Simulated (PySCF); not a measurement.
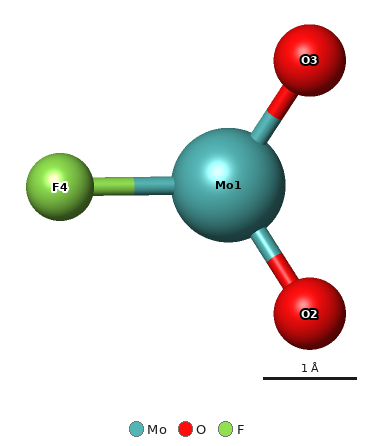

**Figure 1.** The structure as given in the input (ball-and-stick view, seen on its broad side; atoms are numbered from 1 in the order of the input). Sticks mark near contacts.

Frequency calculation, with input and output: MoO₂F

- system: MoO₂F, multiplicity 2
- method: UKS-based PBE0, Mo def2-TZVP with ECP28, O def2-TZVP, F def2-TZVP; non-relativistic Hamiltonian with a scalar-relativistic core potential; density fitting (PySCF 2.14.0)

Input
```python
from pyscf import gto, scf, dft
mol = gto.M(atom='''
Mo    -0.036672     0.000000    -0.127145
O     -0.935596     1.372204     0.201452
O     -0.935596    -1.372204     0.201452
F      1.764437     0.000000     0.313739''',
    basis={'Mo': 'def2-TZVP', 'O': 'def2-TZVP', 'F': 'def2-TZVP'},
    ecp={'Mo': 'def2-TZVP'},
    charge=0, spin=1)
mf = dft.UKS(mol, xc='PBE0')
mf.grids.atom_grid = (75, 302)
aux = {'Mo': 'def2-universal-JKFIT', 'O': 'def2-universal-JKFIT', 'F': 'def2-universal-JKFIT'}
mf = mf.density_fit(auxbasis=aux)
mf.conv_tol = 1e-09
mf.diis_space = 10
mf.max_cycle = 60
mf.verbose = 4
mf.kernel()
```

The script is an equivalent of the set-up of the self-consistent field. The run itself was carried out by a driver, which started from the orbitals of the step before it where there was one and computed the further properties.

Hardware: 4 threads of Arm Neoverse V1, 24 GiB of memory available, shared host.

Launched with:
```bash
OMP_NUM_THREADS=4 python axn.py task.json out
```

The program's output
```
init E= -318.445455101135
  alpha nocc = 20  HOMO = -0.281254058433021  LUMO = -0.115970416747149
  beta  nocc = 19  HOMO = -0.356470241693497  LUMO = -0.139052805194581
  HOMO = -0.281254058433  LUMO = -0.139052805195  gap/eV = 3.86949
cycle= 1 E= -318.445455098907  delta_E= 2.23e-09  |g|= 7.99e-05  |ddm|= 4.79e-05
  alpha nocc = 20  HOMO = -0.281251182700107  LUMO = -0.11596704662506
  beta  nocc = 19  HOMO = -0.356473156538634  LUMO = -0.13904943171754
  HOMO = -0.2812511827  LUMO = -0.139049431718  gap/eV = 3.86951
cycle= 2 E= -318.44545507414  delta_E= 2.48e-08  |g|= 0.000266  |ddm|= 0.000159
  alpha nocc = 20  HOMO = -0.281253281659005  LUMO = -0.115969608987537
  beta  nocc = 19  HOMO = -0.356470463057857  LUMO = -0.139052000765026
  HOMO = -0.281253281659  LUMO = -0.139052000765  gap/eV = 3.86949
cycle= 3 E= -318.445455101363  delta_E= -2.72e-08  |g|= 3.11e-06  |ddm|= 0.000122
  alpha nocc = 20  HOMO = -0.281253271630135  LUMO = -0.11596956174356
  beta  nocc = 19  HOMO = -0.356470717319937  LUMO = -0.139051973612449
  HOMO = -0.28125327163  LUMO = -0.139051973612  gap/eV = 3.86949
cycle= 4 E= -318.445455101366  delta_E= -3.18e-12  |g|= 9.02e-07  |ddm|= 1.56e-06
  alpha nocc = 20  HOMO = -0.281253433483112  LUMO = -0.115969788619217
  beta  nocc = 19  HOMO = -0.356470552615402  LUMO = -0.139052197758678
  HOMO = -0.281253433483  LUMO = -0.139052197759  gap/eV = 3.86949
Extra cycle  E= -318.445455101365  delta_E= 4.55e-13  |g|= 2.71e-06  |ddm|= 1.9e-06
converged SCF energy = -318.445455101365  <S^2> = 0.75773108  2S+1 = 2.0077162
```

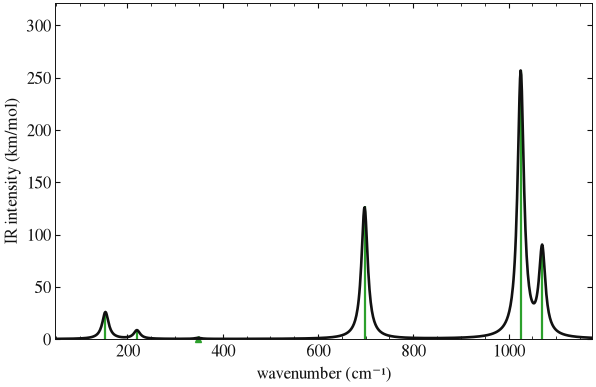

**Figure 2.** Harmonic infrared spectrum, unscaled: sticks (degenerate modes added up, dark ones marked on the axis) with a Lorentzian envelope of 16 cm⁻¹ full width, scaled to the tallest stick. 6 modes from 154 to 1071 cm⁻¹, none imaginary. The strongest line is at 1026 cm⁻¹ (257 km/mol). All modes, in cm⁻¹ (km/mol): 154 (26), 220 (8.2), 348 (1.0), 698 (127), 1026 (257), 1071 (83).

Results in brief

```json
{"quantity": "outcome", "value": "converged"}
{"quantity": "total energy", "value": "−318.445455 hartree"}
{"quantity": "⟨S²⟩", "value": "0.758"}
{"quantity": "zero-point energy", "value": "0.008010 hartree"}
{"quantity": "dipole moment", "value": "2.08 D"}
{"quantity": "wavenumbers, lowest and highest", "value": "154 and 1071 cm⁻¹"}
{"quantity": "wall time", "value": "2.3 min (CPU time 6.7 min)"}
{"quantity": "peak memory", "value": "1.4 GiB"}
```
